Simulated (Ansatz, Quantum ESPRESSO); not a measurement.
# 1T-HfS2, 3 layers, AA stacking: the dipole at a withheld member of a series

How the rows were computed: Quantum ESPRESSO 7.5, PBE, GBRV ultrasoft. Cell and atoms are relaxed without a field with a D3(BJ) correction and then held. Sawtooth field with dipole correction, 17 Å of vacuum in the starting cell, Fermi-Dirac smearing of 0.002 Ry; bands along a path at each field. The series steps the field along the normal.

| field along the normal | dipole (e Å) |
| --- | --- |
| 0 V/Å | −0.000 |
| 0.05 V/Å | 0.044 |
| 0.1 V/Å | 0.089 |
| 0.2 V/Å | 0.178 |
| 0.3 V/Å | 0.267 |

**Question.** What is the dipole at 0.4 V/Å?

By hand: The rows at 0.2 V/Å and 0.3 V/Å give a slope of (0.267 − (0.178))/(0.3 − (0.2)) = 0.89, so a straight line gives 0.356 e Å. A parabola through these and the row at 0.1 V/Å gives 0.356 e Å.

**Check.** 0.357 e Å. The line misses by −0.001 and the parabola by −0.001 e Å. Both misses are under 5 % of the step from the nearer row.

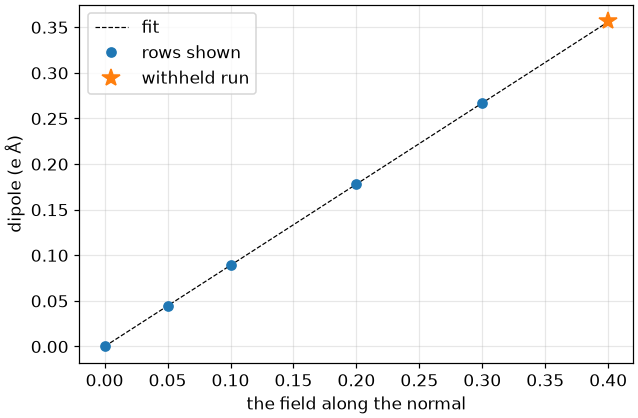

The rows shown, the fit and the withheld run.

**Limits.** Ions are held; semilocal gaps are too small; in strong fields empty levels can belong to the vacuum; one stacking. Members without a usable value, or on the other side of zero field or charge, are not listed.
